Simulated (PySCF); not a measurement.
System: C₃H₈P₂ (SMILES C=PCCP).

```yaml
atoms:
  - { symbol: C, position_ang: [-2.2120, 0.2462, 0.6197] }
  - { symbol: P, position_ang: [-1.3144, 0.7034, -0.7027] }
  - { symbol: C, position_ang: [-0.0211, -0.6544, -0.7302] }
  - { symbol: C, position_ang: [1.0491, -0.4666, 0.3386] }
  - { symbol: P, position_ang: [2.0769, 1.0731, 0.1653] }
  - { symbol: H, position_ang: [-3.0559, 0.8421, 0.9232] }
  - { symbol: H, position_ang: [-2.0102, -0.6317, 1.2125] }
  - { symbol: H, position_ang: [-0.5252, -1.6153, -0.5886] }
  - { symbol: H, position_ang: [0.4422, -0.6623, -1.7214] }
  - { symbol: H, position_ang: [0.5959, -0.4344, 1.3347] }
  - { symbol: H, position_ang: [1.7428, -1.3153, 0.3273] }
  - { symbol: H, position_ang: [2.2351, 0.9725, -1.2178] }
  - { symbol: H, position_ang: [0.9923, 1.9432, 0.0218] }
```

Geometry: GFN2-xTB.

These are results of PBE0/pcSseg-1, SCF density, gas phase, non-relativistic (PySCF), not measurements.

**What will maps of the electron density and electron localisation function show?**

C–P (1.66 Å): the density is about 1.4 e/Å³ at the midpoint; the ELF peaks at about 0.90 between the atoms: localised, covalent bonding.
C–H (1.08 Å): ρ at the midpoint is about 2 e/Å³; the ELF climbs to about 1 towards the hydrogen, as it does in any bond to H (a covalent bond by its length).
C–P (1.88 Å): the density is about 1.1 e/Å³ at the midpoint; the ELF peaks at about 0.95 between the atoms: a covalent bond.

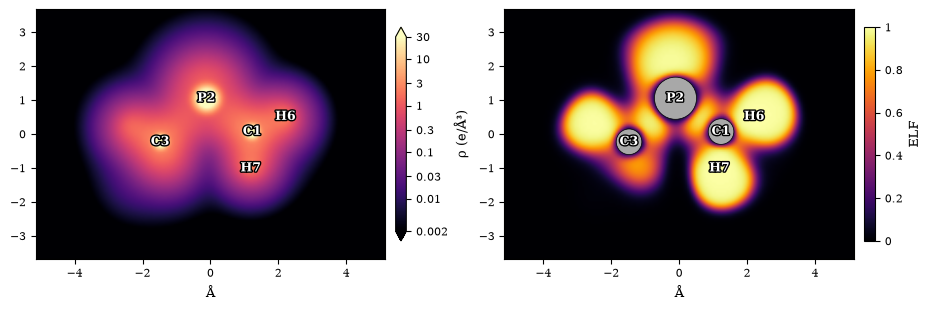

Computed electron density and electron localisation function on the plane of atoms P2, C1 and H7, in this order. Grey discs cover the atomic cores in the ELF map. 
